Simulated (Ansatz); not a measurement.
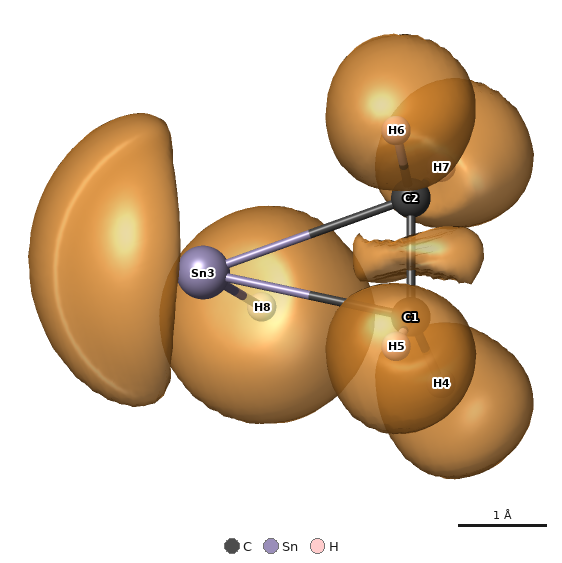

Figure. C$_{2}$H$_{5}$Sn (SMILES [CH2]1[CH2][SnH]1) (doublet). Isosurface of the ELF at 0.8 (orange), seen at an oblique angle. Only the valence region is drawn (cores and ρ < 0.01 e/Å³ removed).

Geometry: PBE-D3(BJ)/def2-SVP; core potentials replace the inner electrons of Sn.

Method: Ansatz, isolated molecule in a Gaussian basis; Kohn-Sham density functional theory, functional PBE0.

```xyz
8

C    -0.0903    1.3502   -0.0477
C    -1.1262    0.5675   -0.5539
Sn   -0.8253   -0.1732    1.8944
H     0.9620    1.0513   -0.1717
H    -0.2801    2.3681    0.3275
H    -2.1588    0.9485   -0.5903
H    -0.9202   -0.3710   -1.0914
H     0.3824   -1.3562    1.2517
```

### Describe the localisation domains.

At this value the surface marks out one region between bonded C–C atoms (shared pairs), five regions around hydrogen nuclei and one lobe on Sn, pointing away from the bonds (non-bonding electrons).

Values along the shortest contacts:
C–C (1.39 Å): the ELF peaks at about 0.95 between the atoms: localised, covalent bonding. C–Sn (2.58 Å): the ELF peaks at about 0.75 in the valence shell of C, 0.8 Å from its nucleus, and drops to about 0.15 between the two atoms.
